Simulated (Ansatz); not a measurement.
## Electronic structure of C9H6N2 in real space

The calculation's input:

```
crystal:
  periodic: [false, false, false]
  atoms:
    - symbol: C
      position_ang: [-0.062666, 2.313972, -0.044083]
    - symbol: C
      position_ang: [-0.249855, 0.007316, -0.002479]
    - symbol: C
      position_ang: [1.164289, -0.190516, 0.029900]
    - symbol: C
      position_ang: [2.374228, -0.310003, 0.055909]
    - symbol: C
      position_ang: [3.814467, -0.479042, 0.085599]
    - symbol: C
      position_ang: [-1.101503, -1.060519, -0.000936]
    - symbol: C
      position_ang: [-2.500479, -0.934656, -0.032273]
    - symbol: C
      position_ang: [-3.721516, -0.902519, -0.058670]
    - symbol: C
      position_ang: [-5.090110, -0.846471, -0.089030]
    - symbol: N
      position_ang: [-0.810454, 1.287230, -0.036995]
    - symbol: "N"
      position_ang: [-6.253614, -0.804048, -0.114862]
    - symbol: H
      position_ang: [1.041464, 2.267361, -0.024487]
    - symbol: H
      position_ang: [-0.534815, 3.304525, -0.071307]
    - symbol: H
      position_ang: [4.320704, 0.468913, 0.323369]
    - symbol: H
      position_ang: [4.188872, -0.828317, -0.889615]
    - symbol: H
      position_ang: [4.107145, -1.221316, 0.844413]
    - symbol: H
      position_ang: [-0.686157, -2.071892, 0.025527]
basis:
  gaussian:
    orbitals: def2-SVPD
hamiltonian:
  xc: {name: PBE0}
output: {forces: true, orbitals: {seedname: orbitals}}
```

Launched as:

```sh
ansatz run input.yaml --threads 8 --pin off --max-ram 20880MiB --events-out events.jsonl --progress --plain --runs-dir runs
```

Geometry: PBE0-D3(BJ)/def2-SVP.

These are results of Ansatz, isolated molecule in a Gaussian basis; Kohn-Sham density functional theory, functional PBE0, not measurements.

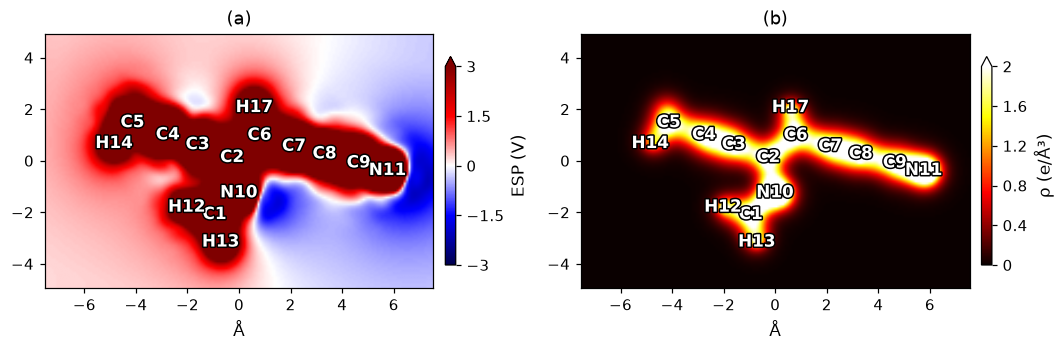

Figure 1. (a) electrostatic potential; (b) total electron density on the plane of atoms C7, C6 and H17.

Q: Describe what can be read from this map.

A: The plane passes through C, N and H nuclei. C–N (1.16 Å): the density is about 3.4 e/Å³ at the midpoint. C–C (1.22 Å): the density is about 2.7 e/Å³ at the midpoint. C–H (1.09 Å): ρ is about 2 e/Å³ halfway. C–N (1.27 Å): ρ is about 2.8 e/Å³ halfway. C–C (1.37 Å): ρ at the midpoint is about 2.2 e/Å³. Outside the dense part of the molecule the potential is most negative (−2.1 V) near N11.

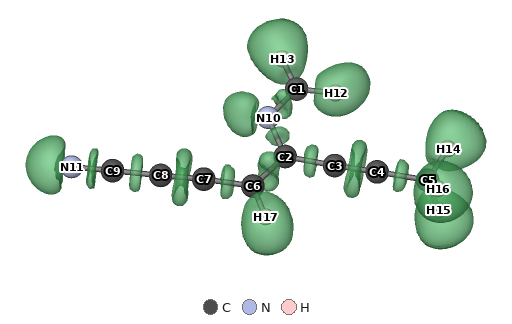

Figure 2. Isosurface of the electron localisation function at 0.85 (green), seen at a tilt. Core shells and regions of very low density are left out.

Q: Where are the electrons localised?

A: The ELF exceeds this value in seven regions between bonded C–C atoms (shared pairs), three regions between bonded C–N atoms (shared pairs), six regions around hydrogen nuclei and two lobes on N, pointing away from the bonds (lone pairs). Profiles from the grid: C–N (1.16 Å): the ELF peaks at about 0.85 between the atoms; a multiple bond. C–C (1.22 Å): the ELF peaks at about 0.85 between the atoms: a multiple bond.

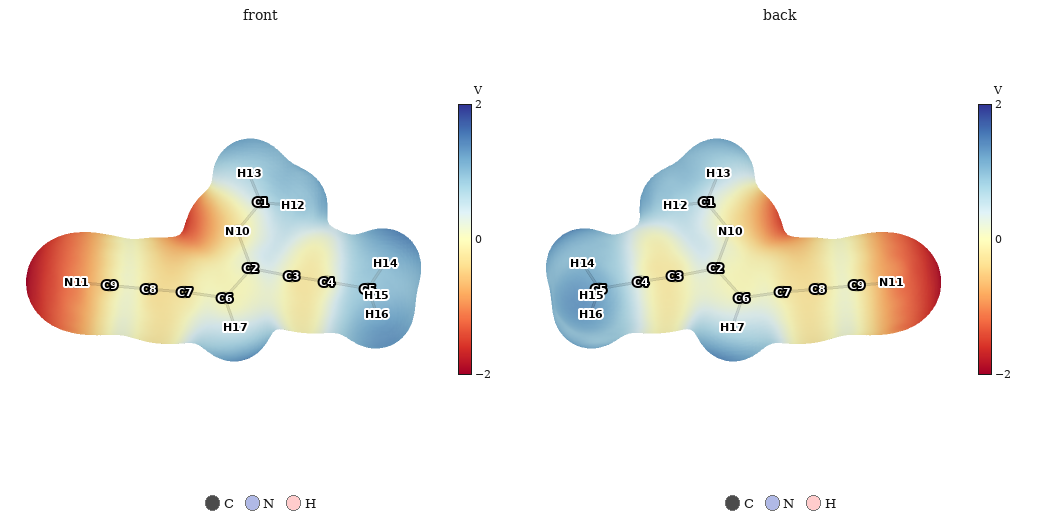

Figure 3. The molecular electrostatic potential painted on the density surface at 0.002 e/bohr³, seen from the front and from behind; red is negative and blue positive.

Q: Where is the surface potential most negative and most positive?

A: The most negative region (about −1.9 V) lies over N11, the most positive (about +1.4 V) over H14, H15, H16 and H17. N11 is the likeliest acceptor of a hydrogen bond.

Q: What dipole moment does the calculation give?

A: Its dipole moment is 8.52 D.
